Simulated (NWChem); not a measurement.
# SnSiH4OF (SMILES [F][SnH][O][SiH3]) at UB3LYP/6-31G(d)/LANL2DZ (core potential, spherical functions)

Aim: a structure relaxation of SnSiH4OF. 

The results are computed with NWChem 7.3.0.

## (1) The system as given

SnSiH4OF: 8 atoms, total charge 0, spin state doublet. As SMILES, `[F][SnH][O][SiH3]`. The coordinates come from a PBE0-D4/def2-TZVP relaxation. This is one conformer, not always the lowest. The run starts from this shape.

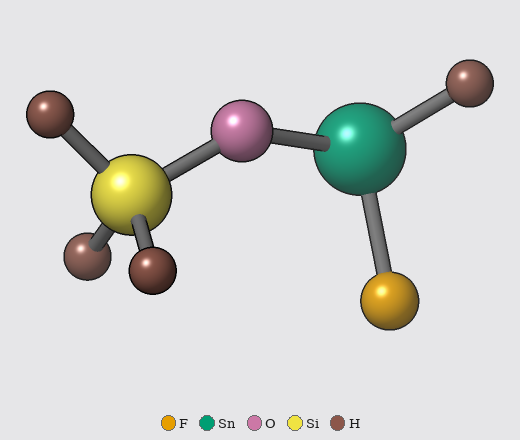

The structure, seen from a chosen angle (fluorine amber, tin teal, oxygen pink, silicon yellow, hydrogen brown).

## (2) A structure relaxation at UB3LYP/6-31G(d)/LANL2DZ (core potential, spherical functions)

Contents of geom.nw:

```
start geom
title "FH4OSiSn optimise"
memory stack 880 mb heap 220 mb global 1100 mb

geometry
   F       -1.607300       1.731700       1.020300
   Sn      -0.420700       1.874500      -0.493500
   O        0.210000       0.039300      -0.694400
   Si       0.713800      -1.182700       0.276900
   H       -1.435700       2.176300      -1.877100
   H        1.729100      -1.982100      -0.456700
   H       -0.427200      -2.061300       0.643600
   H        1.330300      -0.652900       1.525000
end

basis spherical bse
   * library 6-31G* except Sn
   Sn library LANL2DZ
end

ecp bse
   Sn library LANL2DZ
end

dft
   xc b3lyp
   mult 2
   grid fine
   convergence energy 1e-07
   maxiter 100
   mulliken
   print low
end

driver
   maxiter 60
end

freq
   temp 3 298.15 600 900
end

task dft optimize
task dft frequencies
```

On the command line:

```bash
$ nwchem geom.nw > geom.out
```

Q: Predict the results. Wanted: total energy at the end; ⟨S²⟩; lowest harmonic wavenumber; highest harmonic wavenumber; zero-point energy.

Computed results:

Level: UB3LYP/6-31G*/LANL2DZ (core potential, spherical functions).

```
                   quantity          value
    total energy at the end  -470.38118 Eh
                       ⟨S²⟩          0.753
 lowest harmonic wavenumber        56 cm⁻¹
highest harmonic wavenumber      2256 cm⁻¹
          zero-point energy    97.8 kJ/mol
```

In words: At the final geometry: Bond lengths: F1–Sn2 1.864 Å, Sn2–O3 1.919 Å, O3–Si4 1.660 Å, Sn2–H5 1.756 Å, Si4–H6 1.487 Å, Si4–H7 1.489 Å, Si4–H8 1.491 Å. Angles: F1–Sn2–O3 101.6°, Sn2–O3–Si4 134.8°, F1–Sn2–H5 108.6°, O3–Sn2–H5 106.1°, O3–Si4–H6 108.5°, O3–Si4–H7 111.3°, O3–Si4–H8 111.5°, H6–Si4–H7 108.9°, H6–Si4–H8 108.6°, H7–Si4–H8 108.0°. All 18 modes are real, so the shape is a minimum at this level. The optimisation took 17 steps and changed the energy by -0.073 eV. Mulliken charges run from -0.85 on O3 to +1.23 on Sn2; they depend strongly on the basis.
